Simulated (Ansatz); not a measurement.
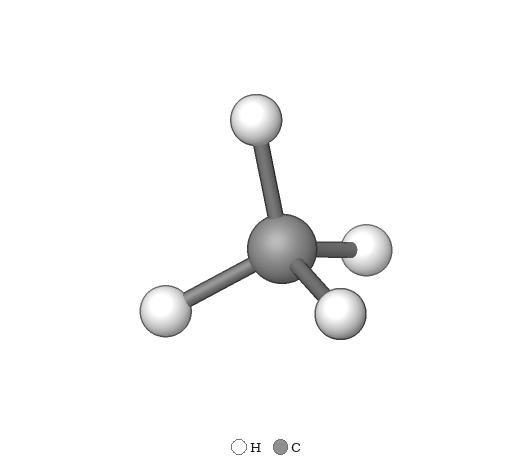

Give the formula.

CH₄, 5 atoms: 1 carbon and 4 hydrogen.

Which point group does it belong to?

Td.

Count the bonded pairs by element.

4 C–H. Sticks follow a distance rule.

More results for the same structure follow; atom numbers are the same in all pictures, views and colours differ. Computed geometry: PBE0-D4/def2-TZVP optimisation.

### Vibrations

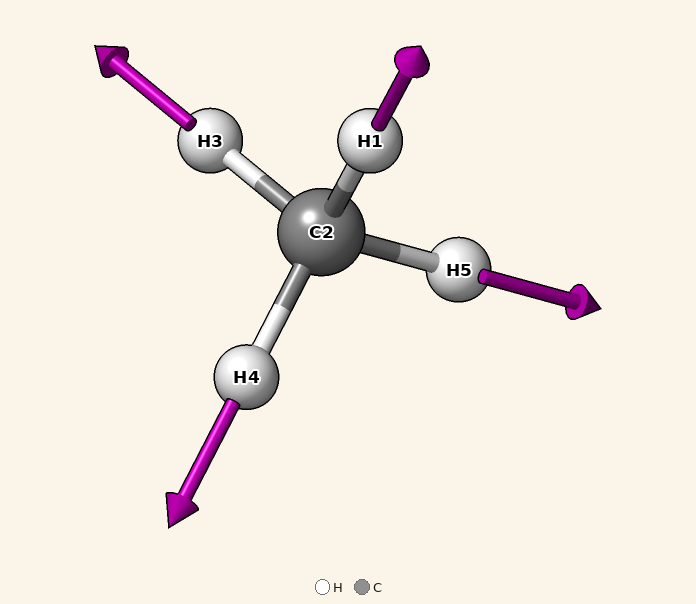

The arrows show one normal mode. Harmonic vibrations computed with RKS PBE0-D4/def2-TZVP (Ansatz 0.2.0) at a stationary point of the same level.

What kind of motion is it?

Mostly in-phase stretching of 4 C–H bonds.

Estimate its harmonic wavenumber.

3048 cm⁻¹; it is mode 6 of 9 counted from the lowest.

### Thermal motion

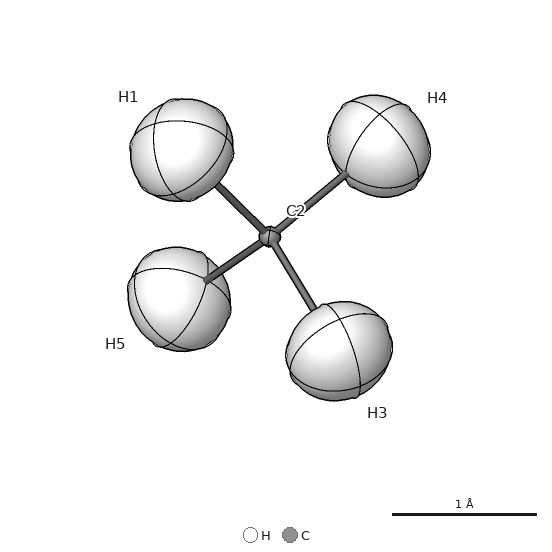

Displacement ellipsoids at the 50 % level, enlarged 3 times, from the internal vibrations of the free molecule (harmonic, no overall translation or rotation; no half-axis is drawn under 0.075 Å). Vibrations computed with RKS PBE0-D4/def2-TZVP (Ansatz 0.2.0). Temperature: 298 K.

Give the displacement parameters, one line for each set of equivalent atoms.

| atom | U_eq (Å²) | rms amplitudes (Å) |
| --- | --- | --- |
| H1, H3, H4, H5 | 0.0061 | 0.071, 0.082, 0.082 |
| C2 | 0.00021 | 0.014, 0.014, 0.014 |

### Charges

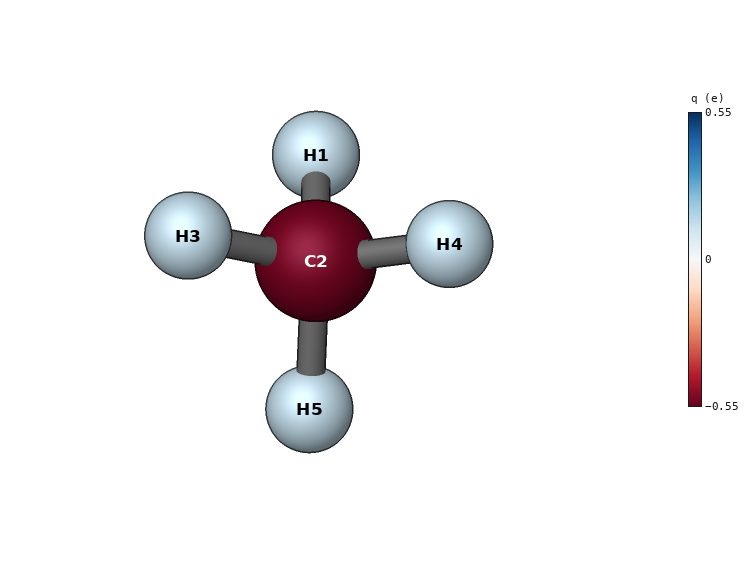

Atoms are coloured by their Mulliken charges. Properties computed with RKS PBE0-D4/def2-TZVP (Ansatz 0.2.0).

List the Mulliken charges.

```tsv
atom	value (e)
H1	0.13
C2	−0.53
H3	0.13
H4	0.13
H5	0.13
```

Mulliken values depend strongly on the basis set and can even reverse the polarity of a bond.
